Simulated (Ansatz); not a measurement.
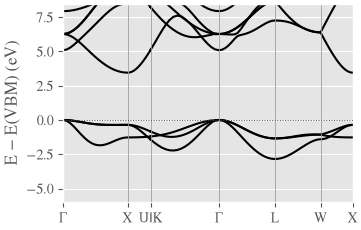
Band structure from LDA (plane waves, PAW; program Ansatz)

**Question.** Read off the gap and where the band edges lie.

**Answer.** About 3.5 eV (3.45 eV by a search for the band edges); maximum at Γ, minimum at X.

The material is CaO (rock salt, Fm-3m).

The LDA relaxation kept the symmetry of its start; phonons on a q-mesh show no instability.

Potentials: the later of the program's two PAW sets.
